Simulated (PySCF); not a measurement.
# LiIn (charge +1, doublet): what the fields show

```yaml
atoms:
  - { symbol: Li, position_ang: [0.0000, 0.0000, -3.0441] }
  - { symbol: In, position_ang: [0.0000, 0.0000, 0.1859] }
```

Core potentials replace the inner electrons of In.

Theory: PBE0/def2-SVPD, non-relativistic Hamiltonian with scalar-relativistic core potentials where named, at a bond length of 3.230 Å (PySCF).

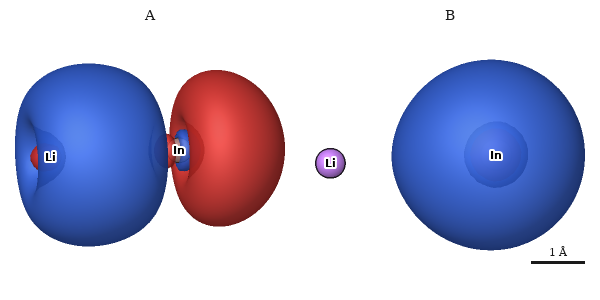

Figure 1. Two frontier β-spin orbitals, each drawn at the value that holds 80 % of its norm (blue and red are the two phases), in no order; of a degenerate pair one member is drawn.

Label each orbital by symmetry, say whether it is occupied, and order them by energy.

Answer. Orbital B: σ, occupied in this spin, −13.58 eV; almost wholly on In.
Orbital A: σ, empty in this spin, −6.50 eV; shared between the atoms (Li 35 %, In 65 %).

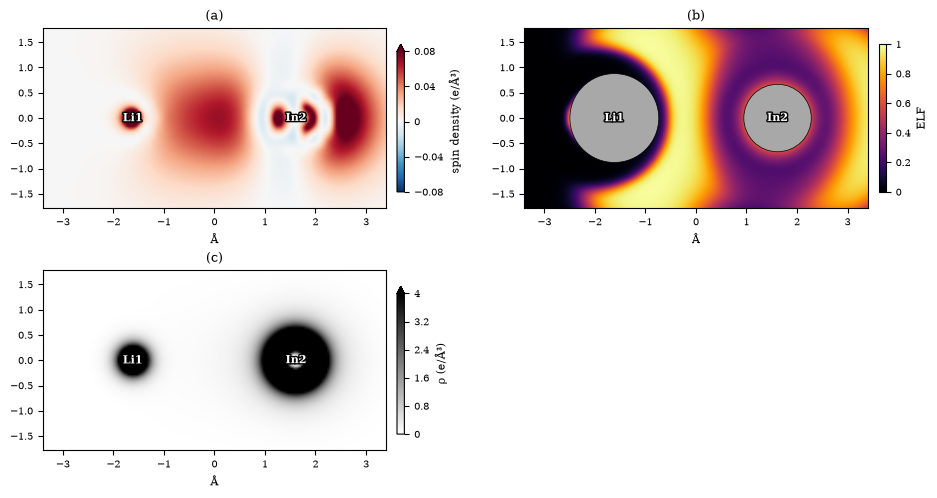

Figure 2. (a) spin density (α minus β); (b) ELF; (c) electron density on a plane that holds the molecular axis. Grey discs cover the atomic cores in the ELF map.

Read the bonding off the picture.

Answer. Atoms in the plane: Li and In.
Li–In (3.23 Å): the density is about 0.13 e/Å³ at the midpoint; the ELF peaks at about 1 in the valence shell of In, 1.9 Å from its nucleus, and is about 0.90 at the midpoint.
The unpaired spin (1 electron) lies mostly on In2 (about 0.7) and Li1 (about 0.3), in electrons by Hirshfeld's partition.
